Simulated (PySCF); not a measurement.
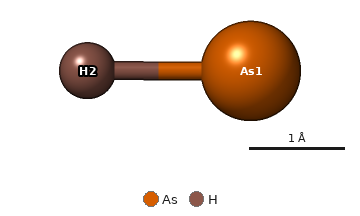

**Figure 1.** The structure of run 1 (ball-and-stick view, seen at a tilt; atoms are numbered from 1 in the order of the input).

## Two runs on AsH

System: AsH, multiplicity 3.
Method of run 1: ROKS-olyp/lanl2dz, optimize (PySCF 2.14.0).

Text and figures count atoms from 1; the logs count them from 0 in places.

**The input, run 1**
```python
from pyscf import gto, dft
from pyscf.geomopt.geometric_solver import optimize

mol = gto.M(
    atom='As 0 0 0; H 0 0 1.719',
    basis='lanl2dz',
    ecp={'As': 'lanl2dz'},
    charge=0,
    spin=2,
    symmetry=True,
    verbose=4,
)
mf = dft.ROKS(mol, xc='olyp')
mf = mf.density_fit(auxbasis='def2-universal-jkfit')
mf.kernel()
g = mf.nuc_grad_method()
g.grid_response = True
mol_eq = optimize(g.as_scanner(), maxsteps=30)
print('optimised geometry (angstrom)')
print(mol_eq.tostring('raw'))
print('orbital energies (hartree):', mf.mo_energy[..., max(0, mol.nelec[1]-3):mol.nelec[0]+3].round(4))
```

Command:
```bash
OMP_NUM_THREADS=1 python input.py
```

Hardware: 1 CPU thread, shared host.

**Output, shortened to warnings, some set-up lines, iterations and results (run 1)**
```
WARN: Mole.unit (angstrom) is changed to Bohr
[...]
cycle= 1 E= -6.48751158167225  delta_E= -11.2  |g|= 0.437  |ddm|= 2.33
cycle= 2 E= -6.52781831290494  delta_E= -0.0403  |g|= 0.414  |ddm|= 1.19
cycle= 3 E= -6.65185532982337  delta_E= -0.124  |g|= 0.0606  |ddm|= 0.57
cycle= 4 E= -6.65422444560827  delta_E= -0.00237  |g|= 0.00411  |ddm|= 0.107
cycle= 5 E= -6.65423759785294  delta_E= -1.32e-05  |g|= 0.000133  |ddm|= 0.0069
[... 23 lines ...]
cycle= 1 E= -6.65889063683064  delta_E= 3.93e-05  |g|= 5.76e-05  |ddm|= 0.000125
cycle= 2 E= -6.65889063680738  delta_E= 2.33e-11  |g|= 6e-05  |ddm|= 0.000195
cycle= 3 E= -6.65889063896607  delta_E= -2.16e-09  |g|= 3.3e-06  |ddm|= 9.04e-05
cycle= 4 E= -6.65889063897304  delta_E= -6.96e-12  |g|= 9.43e-08  |ddm|= 5.03e-06
cycle 5: E = -6.65889063897  dE = -1.45042e-08  norm(grad) = 1.29708e-06
Step    4 : Displace = 1.168e-04/1.168e-04 (rms/max) Trust = 2.000e-01 (+) Grad = 9.172e-07/9.172e-07 (rms/max) E (change) = -6.6588906390 (-1.450e-08) Quality = 0.991
Hessian Eigenvalues: 5.00000e-02 5.00000e-02 5.00000e-02 ... 5.00000e-02 5.00000e-02 1.50335e-01
Converged! =D

    #| If this code has benefited your research, please support us by citing: |#
    #| Wang, L.-P.; Song, C.C. (2016) "Geometry optimization made simple with |#
    #| translation and rotation coordinates", J. Chem, Phys. 144, 214108.     |#
    #|                                     |#
optimised geometry (angstrom)
As          0.00000000        0.00000000        0.07244817
H           0.00000000        0.00000000        1.64655183
orbital energies (hartree): [-0.5117 -0.2813 -0.173  -0.173  -0.0115  0.3463  0.3503]
```

The input of run 2 differs as follows (lines with − go, lines with + come):
```diff
-    spin=2,
+    spin=0,
```

How does run 2 compare with run 1?

With the same method and basis, run 2 lies 33.1 kcal/mol higher.

**Output, shortened to warnings, some set-up lines, iterations and results (run 2)**
```
WARN: Mole.unit (angstrom) is changed to Bohr
[...]
cycle= 1 E= -6.44468310277463  delta_E= -11.1  |g|= 0.486  |ddm|= 2.33
cycle= 2 E= -6.47367822320908  delta_E= -0.029  |g|= 0.432  |ddm|= 1.16
cycle= 3 E= -6.59770818169875  delta_E= -0.124  |g|= 0.0766  |ddm|= 0.596
cycle= 4 E= -6.6014396969251  delta_E= -0.00373  |g|= 0.0016  |ddm|= 0.12
cycle= 5 E= -6.60144186421452  delta_E= -2.17e-06  |g|= 0.000261  |ddm|= 0.00373
[... 23 lines ...]
cycle= 1 E= -6.60617739722956  delta_E= 4.57e-05  |g|= 6.67e-05  |ddm|= 0.000144
cycle= 2 E= -6.60617739719512  delta_E= 3.44e-11  |g|= 6.98e-05  |ddm|= 0.000224
cycle= 3 E= -6.6061774000804  delta_E= -2.89e-09  |g|= 4.14e-06  |ddm|= 0.000104
cycle= 4 E= -6.60617740008999  delta_E= -9.59e-12  |g|= 1.52e-07  |ddm|= 6.09e-06
cycle 5: E = -6.60617740009  dE = -1.96663e-08  norm(grad) = 1.6335e-06
Step    4 : Displace = 1.355e-04/1.355e-04 (rms/max) Trust = 2.000e-01 (+) Grad = 1.155e-06/1.155e-06 (rms/max) E (change) = -6.6061774001 (-1.967e-08) Quality = 0.990
Hessian Eigenvalues: 5.00000e-02 5.00000e-02 5.00000e-02 ... 5.00000e-02 5.00000e-02 1.51464e-01
Converged! =D

    #| If this code has benefited your research, please support us by citing: |#
    #| Wang, L.-P.; Song, C.C. (2016) "Geometry optimization made simple with |#
    #| translation and rotation coordinates", J. Chem, Phys. 144, 214108.     |#
    #|                                     |#
optimised geometry (angstrom)
As          0.00000000        0.00000000        0.07279747
H           0.00000000        0.00000000        1.64620253
orbital energies (hartree): [-0.5186 -0.2863 -0.1623 -0.1623 -0.0158  0.3434]
```

**The two runs side by side**

| quantity | run 1 | run 2 |
| --- | --- | --- |
| outcome | converged | converged |
| SCF energy (hartree) | −6.654238 | −6.601442 |
| wall time (shared host) | 6.1 s | 6.1 s |
